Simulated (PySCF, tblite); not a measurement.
**C8H10BN: geometry, infrared bands and NMR shifts**

What infrared bands and NMR shifts should C8H10BN (`CC#C[BH2-][N+]#CCC#CC`) show?

The runs use tblite 0.8.0 and PySCF 2.14.0, with density-fitted response routines of our own; the level of theory stands in each step. All values are computed, except where a source is named. Atoms count from 0, in the outputs and in this text.

**1. The starting structure**

20 atoms, charge 0, multiplicity 1; geometry from: force field or distance geometry start.

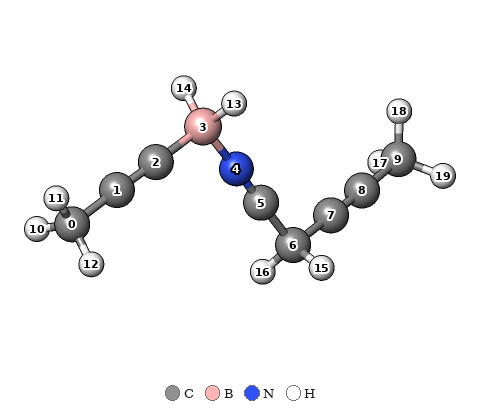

The starting geometry (carbon grey, boron pink, nitrogen blue, hydrogen white), atoms numbered; sticks join atoms by distance.

**2. Optimising the geometry with GFN2-xTB**

Job settings and geometry (Å):

```
{"job": {"kind": "relax", "xc": "GFN2-xTB", "basis": "xTB"}, "charge": 0, "multiplicity": 1}
C     -4.885100    -1.022000    -1.300500
C     -3.816000    -0.397000    -0.521100
C     -2.911400     0.088500     0.154400
B     -1.779700     0.738000     0.965200
N     -0.525800     0.119000     0.453400
C      0.436400    -0.366400     0.020400
C      1.684900    -0.961900    -0.524500
C      2.874200    -0.208600    -0.068200
C      3.844700     0.418300     0.313600
C      4.986000     1.201900     0.783200
H     -4.936400    -0.458600    -2.255200
H     -5.846400    -0.876200    -0.718700
H     -4.670800    -2.083300    -1.392000
H     -1.903700     0.510500     2.143600
H     -1.766600     1.933600     0.867300
H      1.738800    -1.968500    -0.055400
H      1.654700    -0.941500    -1.609300
H      5.402900     1.802900    -0.052300
H      4.687000     1.965700     1.557300
H      5.727300     0.516400     1.235800
```

Launch:

```
$ OMP_NUM_THREADS=1 python probes_run.py task.json out
```

One launch serves the whole session: the jobs run in the order shown.

The log of the run:

```text
step      E/eV     max force
  0    -713.39559    3.235
  1    -713.30823    8.101
  2    -713.61063    0.714
  3    -713.64959    0.977
  4    -713.67742    2.025
  5    -713.72186    0.378
  6    -713.73302    0.321
  7    -713.74509    1.143
  8    -713.74795    1.209
  9    -713.75550    0.152
 10    -713.75758    0.115
 11    -713.76203    0.249
 12    -713.76317    0.148
 13    -713.76406    0.051
 14    -713.76455    0.095
 15    -713.76499    0.087
 16    -713.76524    0.040
 17    -713.76546    0.037
 18    -713.76569    0.065
 19    -713.76597    0.083
 20    -713.76623    0.064
 21    -713.76642    0.038
 22    -713.76654    0.040
 23    -713.76666    0.047
 24    -713.76677    0.037
 25    -713.76685    0.017
 26    -713.76690    0.017
 27    -713.76693    0.016
 28    -713.76697    0.017
 29    -713.76702    0.016
 30    -713.76706    0.016
 31    -713.76711    0.019
 32    -713.76715    0.020
 33    -713.76719    0.013
 34    -713.76722    0.014
 35    -713.76725    0.016
 36    -713.76729    0.021
 37    -713.76733    0.020
 38    -713.76738    0.018
 39    -713.76744    0.025
 40    -713.76754    0.042
 41    -713.76770    0.059
 42    -713.76791    0.057
 43    -713.76808    0.030
 44    -713.76817    0.024
 45    -713.76823    0.022
 46    -713.76830    0.032
 47    -713.76837    0.027
 48    -713.76842    0.016
 49    -713.76847    0.012
 50    -713.76852    0.026
 51    -713.76858    0.034
 52    -713.76864    0.026
 53    -713.76867    0.008
```

It took 0.65 s on 1 thread of Arm Neoverse N1, shared host; peak memory 0.18 GiB.

Relaxation path: (not every step is listed) (the energy doesn't fall at every step)

| step | energy from step 0 (eV) | largest force (eV/Å) |
| --- | --- | --- |
| 0 | 0.0000 | 3.2352 |
| 1 | 0.0874 | 8.1010 |
| 2 | -0.2150 | 0.7136 |
| 3 | -0.2540 | 0.9767 |
| 4 | -0.2818 | 2.0250 |
| 5 | -0.3263 | 0.3777 |
| 6 | -0.3374 | 0.3205 |
| 7 | -0.3495 | 1.1432 |
| 8 | -0.3524 | 1.2091 |
| 12 | -0.3676 | 0.1476 |
| 16 | -0.3696 | 0.0399 |
| 20 | -0.3706 | 0.0640 |
| 24 | -0.3712 | 0.0372 |
| 28 | -0.3714 | 0.0172 |
| 32 | -0.3716 | 0.0197 |
| 36 | -0.3717 | 0.0209 |
| 40 | -0.3720 | 0.0423 |
| 44 | -0.3726 | 0.0241 |
| 48 | -0.3728 | 0.0157 |
| 49 | -0.3729 | 0.0124 |
| 50 | -0.3729 | 0.0262 |
| 51 | -0.3730 | 0.0340 |
| 52 | -0.3731 | 0.0262 |
| 53 | -0.3731 | 0.0083 |

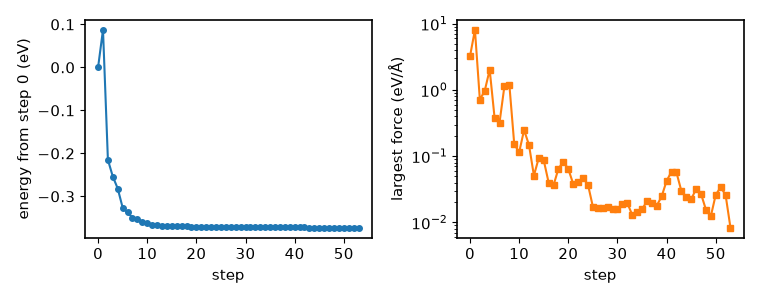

Energy and largest force along the relaxation.

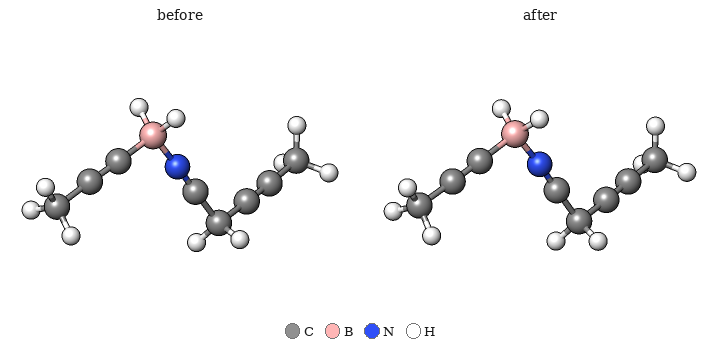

Before and after, at one scale.

Close pairs (by a distance rule), those that changed most:

| bond | before (Å) | after (Å) | change (Å) |
| --- | --- | --- | --- |
| C5–C6 | 1.487 | 1.440 | -0.047 |
| C0–H11 | 1.133 | 1.091 | -0.042 |
| C9–H18 | 1.128 | 1.089 | -0.039 |
| C1–C2 | 1.229 | 1.202 | -0.027 |
| C2–B3 | 1.536 | 1.559 | +0.023 |
| C6–C7 | 1.480 | 1.458 | -0.022 |
| C9–H17 | 1.110 | 1.089 | -0.021 |
| C7–C8 | 1.217 | 1.198 | -0.019 |

The next job starts from the end point, and lists it.

**3. Harmonic vibrations with GFN2-xTB**

Job settings and geometry (Å):

```
{"job": {"kind": "ir", "xc": "GFN2-xTB", "basis": "xTB"}, "charge": 0, "multiplicity": 1}
C     -4.820585    -0.999416    -1.273366
C     -3.739244    -0.403151    -0.506414
C     -2.861496     0.102623     0.140954
B     -1.738276     0.764175     0.996249
N     -0.478501     0.168449     0.503020
C      0.444795    -0.346729     0.053531
C      1.638117    -0.945673    -0.486098
C      2.806969    -0.196460    -0.041133
C      3.747326     0.441784     0.337467
C      4.894094     1.200271     0.778893
H     -4.905927    -0.519108    -2.249825
H     -5.765791    -0.879197    -0.741706
H     -4.637785    -2.065311    -1.422039
H     -1.803808     0.479066     2.154378
H     -1.634934     1.938891     0.804868
H      1.707379    -1.986857    -0.149712
H      1.580930    -0.932947    -1.580922
H      5.327633     1.741090    -0.061446
H      4.587916     1.915649     1.541087
H      5.646041     0.533528     1.199178
```

The log of the run:

```text
mode    cm-1     km/mol
  1     -21.1      0.23
  2       5.0      0.01
  3      29.2      0.33
  4      30.0      0.26
  5      59.6      1.75
  6     134.5      0.62
  7     161.2      3.99
  8     181.9      0.25
  9     211.0      8.21
 10     220.6      0.76
 11     289.5      2.36
 12     297.3      0.06
 13     307.6      0.15
 14     309.9      0.29
 15     317.2      1.34
 16     411.9      9.37
 17     482.6      3.60
 18     694.4     13.06
 19     717.9      2.84
 20     765.9      4.93
 21     786.1      4.23
 22     880.0      8.58
 23     922.5      0.26
 24    1005.4    100.59
 25    1020.5      4.22
 26    1025.0     12.77
 27    1027.3     25.45
 28    1029.0      5.40
 29    1043.6    112.82
 30    1114.8      0.72
 31    1121.1     13.53
 32    1157.6     11.10
 33    1190.3     23.03
 34    1267.4     31.81
 35    1385.2      7.63
 36    1388.8      7.94
 37    1391.5      1.86
 38    1448.5      6.93
 39    1448.9      7.00
 40    1472.2      2.25
 41    1473.1      2.83
 42    2354.8     14.66
 43    2374.0     61.13
 44    2399.8    174.19
 45    2415.5    215.23
 46    2420.7     38.10
 47    2914.9      5.43
 48    2930.2      9.18
 49    2974.3     49.82
 50    2978.6     42.08
 51    2991.0     69.68
 52    3010.9     17.64
 53    3012.1     17.55
 54    3017.7     21.06
```

Wall time 1.3 s (1 thread of Arm Neoverse N1, shared host); peak memory 0.18 GiB.

The strongest bands and the atoms that carry them (share of the mass-weighted mode):

| cm⁻¹ | km/mol | atoms |
| --- | --- | --- |
| 1005 | 100.6 | H14 29 %, H13 29 %, B3 16 %, H11 10 % |
| 1044 | 112.8 | N4 27 %, C6 24 %, C5 13 % |
| 2374 | 61.1 | C5 52 %, N4 36 % |
| 2400 | 174.2 | H14 51 %, H13 40 % |
| 2416 | 215.2 | H13 47 %, H14 35 % |
| 2974 | 49.8 | H12 52 %, H10 39 % |
| 2979 | 42.1 | H11 34 %, H10 34 %, H12 24 % |
| 2991 | 69.7 | H11 59 %, H10 20 %, H12 18 % |

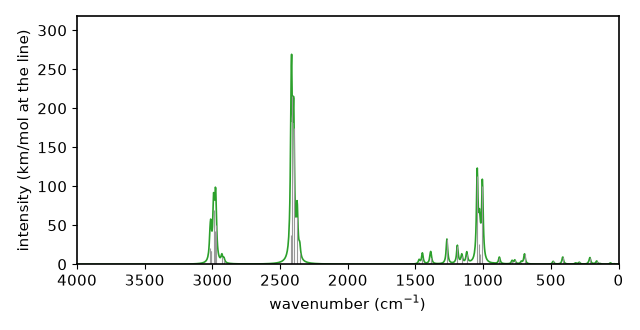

The infrared spectrum from these modes, unscaled. Lines are broadened to a width of 14 cm⁻¹ (Lorentzian).

**4. Nuclear shieldings: PBE0/pcSseg-1**

Settings changed since step 3:

```diff
@@ -1,2 +1,2 @@
-{"job": {"kind": "ir", "xc": "GFN2-xTB", "basis": "xTB"}, "charge": 0, "multiplicity": 1}
+{"job": {"kind": "nmr", "xc": "PBE0", "basis": "pcSseg-1"}, "charge": 0, "multiplicity": 1}
 C     -4.820585    -0.999416    -1.273366
```

Level: GIAO PBE0/pcSseg-1 NMR shielding, non-relativistic, gas phase.

The log of the run:

```text
coarse grid: 17040 points
cycle   1  E = -389.6123538571  dE =  1.522e+00  |g| = 6.484e-01  |ddm| = 4.596e+00
cycle   2  E = -389.3551533338  dE =  2.572e-01  |g| = 1.233e+00  |ddm| = 1.702e+00
cycle   3  E = -389.7200828087  dE = -3.649e-01  |g| = 2.773e-01  |ddm| = 1.054e+00
cycle   4  E = -389.7366181648  dE = -1.654e-02  |g| = 7.147e-02  |ddm| = 2.679e-01
cycle   5  E = -389.7376705660  dE = -1.052e-03  |g| = 2.519e-02  |ddm| = 7.607e-02
cycle   6  E = -389.7377952364  dE = -1.247e-04  |g| = 1.136e-02  |ddm| = 2.436e-02
cycle   7  E = -389.7378256083  dE = -3.037e-05  |g| = 2.185e-03  |ddm| = 9.221e-03
cycle   8  E = -389.7378266795  dE = -1.071e-06  |g| = 7.607e-04  |ddm| = 2.385e-03
final grid: 165584 points
cycle   9  E = -389.7969179298  dE = -4.571e-05  |g| = 7.670e-03  |ddm| = 5.065e-02
cycle  10  E = -389.7969185849  dE = -6.551e-07  |g| = 7.726e-03  |ddm| = 1.579e-02
cycle  11  E = -389.7969327783  dE = -1.419e-05  |g| = 1.988e-03  |ddm| = 7.061e-03
cycle  12  E = -389.7969337006  dE = -9.224e-07  |g| = 3.453e-04  |ddm| = 1.555e-03
cycle  13  E = -389.7969337228  dE = -2.219e-08  |g| = 1.772e-04  |ddm| = 3.433e-04
cycle  14  E = -389.7969337283  dE = -5.506e-09  |g| = 8.422e-05  |ddm| = 1.475e-04
cycle  15  E = -389.7969337300  dE = -1.671e-09  |g| = 9.732e-06  |ddm| = 6.428e-05
cycle  16  E = -389.7969337300  dE = -1.910e-11  |g| = 4.744e-06  |ddm| = 1.406e-05
converged SCF energy = -389.7969337300

GIAO shielding tensors (ppm)
atom      isotropic    diamagn.    paramagn.     s11        s22        s33       span
  0 C      180.587     250.784     -70.197    172.984    173.581    195.196     22.213
  1 C       90.665     276.643    -185.978      5.475      8.030    258.490    253.015
  2 C       91.329     258.222    -166.893     -1.996      2.599    273.385    275.381
  3 B      140.128     194.563     -54.435    129.570    134.777    156.036     26.466
  4 N       32.734     335.064    -302.330   -117.557   -106.513    322.272    439.829
  5 C       71.438     274.403    -202.965    -18.170    -15.327    247.811    265.981
  6 C      176.039     253.143     -77.104    164.073    175.722    188.321     24.248
  7 C      117.808     263.572    -145.764     37.883     38.786    276.754    238.870
  8 C       95.377     266.800    -171.424      6.626     10.492    269.012    262.386
  9 C      182.514     253.429     -70.915    174.586    174.861    198.094     23.508
 10 H       29.796      29.270       0.526     24.660     28.290     36.439     11.779
 11 H       29.686      23.801       5.886     24.667     27.931     36.461     11.793
 12 H       29.869      30.964      -1.095     24.780     28.543     36.284     11.504
 13 H       29.291      31.303      -2.011     25.594     29.945     32.335      6.741
 14 H       29.271      31.870      -2.599     25.586     30.028     32.199      6.613
 15 H       28.061      28.631      -0.571     22.543     27.353     34.286     11.743
 16 H       28.020      29.811      -1.792     22.601     27.390     34.068     11.466
 17 H       29.643      26.795       2.848     24.490     27.771     36.668     12.179
 18 H       29.590      31.344      -1.755     24.373     28.150     36.245     11.873
 19 H       29.671      24.498       5.173     24.519     27.692     36.803     12.284
```

Wall time 1.7 min (1 thread of Arm Neoverse N1, shared host); peak memory 0.95 GiB.

The references, computed at this level on geometries of the same kind, shield at (ppm): ¹H TMS 31.72, ¹³C TMS 186.9, ¹⁵N NH3 267.7, ¹¹B BF3·OEt2 100.1. Their shielding less the atom's gives the shift. The references are single molecules in the gas phase, so shifts against H2O, NH3, PH3, H3PO4 or CFCl3 are not on the usual liquid scales and can be off by tens of ppm. Atoms listed in one row are averaged.

| atoms | environment | σ (ppm) | δ (ppm) | δ scaled to CDCl3 |
| --- | --- | --- | --- | --- |
| C5 | nitrilium-type carbon | 71.4 | 115.5 | 110.8 |
| C1 | alkyne carbon | 90.7 | 96.3 | 92.0 |
| C2 | alkyne carbon | 91.3 | 95.6 | 91.4 |
| C8 | alkyne carbon | 95.4 | 91.5 | 87.4 |
| C7 | alkyne carbon | 117.8 | 69.1 | 65.5 |
| C6 | sp3 CH2 α to a nitrile | 176.0 | 10.9 | 8.7 |
| C0 | propargylic methyl carbon | 180.6 | 6.3 | 4.3 |
| C9 | propargylic methyl carbon | 182.5 | 4.4 | 2.4 |
| H15, H16 | hydrogen on an sp3 CH2 α to a nitrile | 28.04 | 3.68 | 3.57 |
| H13, H14 | hydrogen on a boron bonded to C, N | 29.28 | 2.44 | – |
| H17, H18, H19 | hydrogen on a propargylic methyl carbon | 29.63 | 2.08 | 2.07 |
| H10, H11, H12 | hydrogen on a propargylic methyl carbon | 29.78 | 1.93 | 1.93 |
| B3 | boron bonded to C, N, 2 H | 140.1 | -40.1 | – |
| N4 | donor nitrogen of a Lewis adduct | 32.7 | 235.0 | – |

The scaled column applies a straight-line fit of computed shieldings to shifts measured in CDCl3 (root-mean-square error 0.16 ppm for H, 1.9 ppm for C).

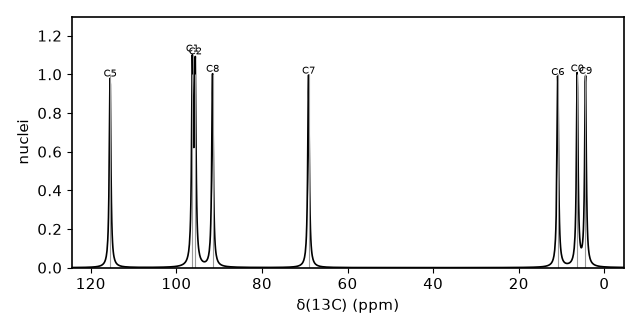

¹³C lines at the computed shifts, without couplings. Lines are broadened to a width of 0.44 ppm (Lorentzian).

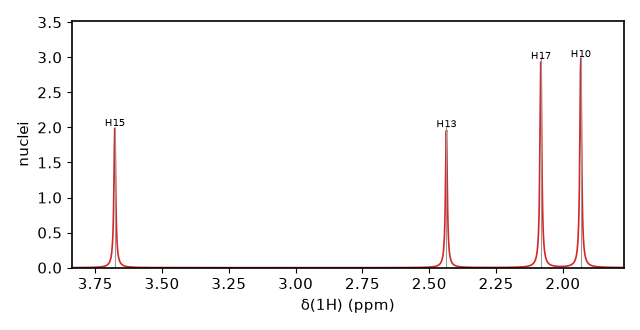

¹H lines at the computed shifts, without couplings. Lines are broadened to a width of 0.01 ppm (Lorentzian).

The run also stored atomic charges by several schemes (e):

| atoms | Mulliken | IAO | Hirshfeld | ESP fit |
| --- | --- | --- | --- | --- |
| C0 | -0.17 | -0.43 | -0.11 | -0.52 |
| C1 | -0.31 | -0.09 | -0.09 | 0.11 |
| C2 | -0.18 | -0.15 | -0.16 | -0.39 |
| B3 | 0.05 | -0.27 | -0.04 | 0.12 |
| N4 | -0.27 | 0.05 | 0.01 | -0.16 |
| C5 | 0.28 | 0.23 | 0.18 | 0.41 |
| C6 | -0.12 | -0.29 | -0.01 | -0.34 |
| C7 | -0.14 | -0.09 | -0.07 | -0.13 |
| C8 | -0.17 | 0.00 | -0.03 | 0.07 |
| C9 | -0.19 | -0.44 | -0.09 | -0.52 |

IAO charges:

C0 -0.43; C1 -0.09; C2 -0.15; B3 -0.27; N4 0.05; C5 0.23; C6 -0.29; C7 -0.09; C8 0.00; C9 -0.44; H10 0.16; H11 0.16; H12 0.16; H13 0.02; H14 0.02; H15 0.21; H16 0.21; H17 0.18; H18 0.18; H19 0.18

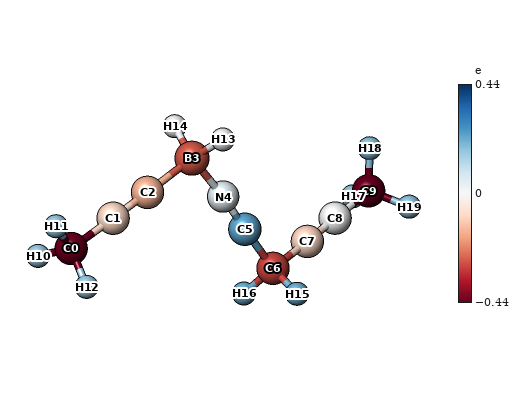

IAO charges, as colours on the atoms.

Mayer bond orders: C0–C1 1.17, C1–C2 2.61, C2–B3 0.98, B3–N4 0.73, N4–C5 2.61, C5–C6 1.03, C6–C7 1.10, C7–C8 2.57, C8–C9 1.23.

Orbitals, density, ELF and potential are computed afterwards from the orbital file.

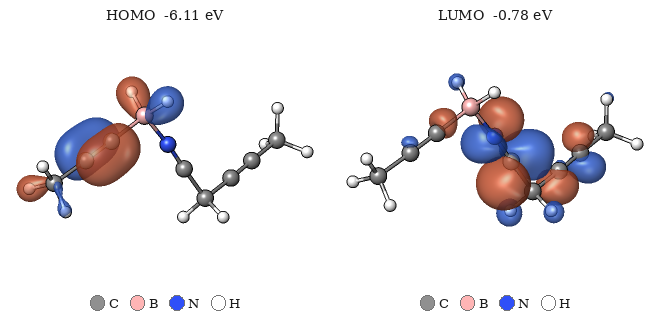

PBE0/pcSseg-1 orbitals near the gap, drawn at the value that encloses 70 % of each; the two colours are the two signs.

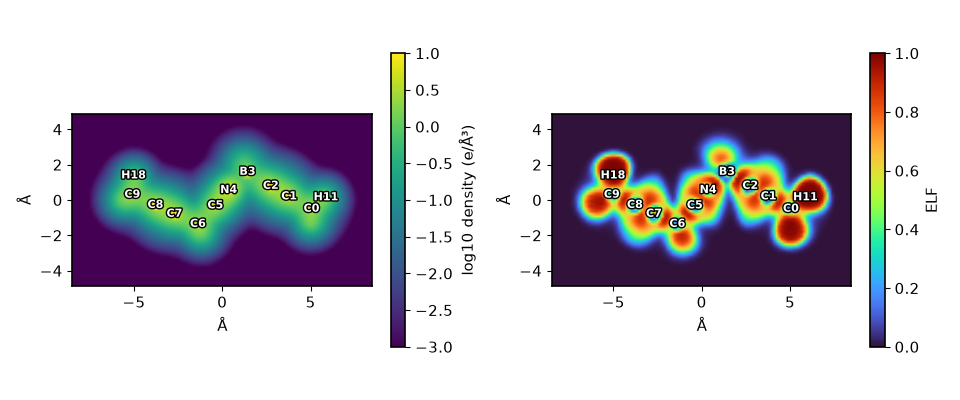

Density (left) and ELF (right) in a plane through or near 12 of the atoms.

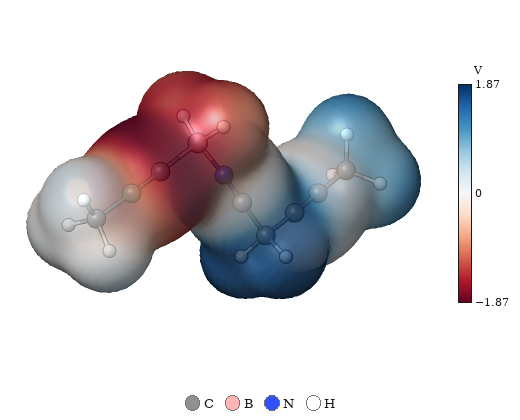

The potential that a unit positive charge feels on the 0.002 e/bohr³ surface, from -1.87 V near C2 to 1.86 V near H15.

**5. Outcome**

| quantity | value |
| --- | --- |
| strongest single infrared mode (GFN2-xTB) | 2416 cm⁻¹, 215 km/mol |
| zero-point energy (GFN2-xTB) | 94.4 kcal/mol |
| ¹³C shifts against TMS (PBE0/pcSseg-1) | 115.5, 96.3, 95.6, 91.5, 69.1, 10.9, 6.3, 4.4 ppm |
| ¹H shifts against TMS (PBE0/pcSseg-1, means over atoms taken as alike) | 3.68, 2.44, 2.08, 1.93 ppm |
| ¹¹B shifts against BF3·OEt2 (PBE0/pcSseg-1) | -40.1 ppm |
| ¹⁵N shifts against NH3 (PBE0/pcSseg-1) | 235.0 ppm |
| surface potential, least and greatest | -1.87 V and 1.86 V |

In words: Over 53 steps the energy fell by 0.373 eV; of the close pairs, C5–C6 changed most, 1.487 to 1.440 Å. The lowest mode is imaginary (21i cm⁻¹), so the xTB geometry is not a minimum. The strongest single mode, at 2416 cm⁻¹, moves mainly H13 and H14. GFN2-xTB is a fitted tight-binding method: band positions and strengths are rough. Its intensities can rank the bands wrongly. At PBE0/pcSseg-1: Shielding is most anisotropic at N4 (span 440 ppm, paramagnetic term -302 ppm). By nearest atom (PBE0/pcSseg-1), the HOMO sits on C1, C2 about 36 % each; H13, H14 about 8 % each and the LUMO on C5 34 %; N4 27 %.
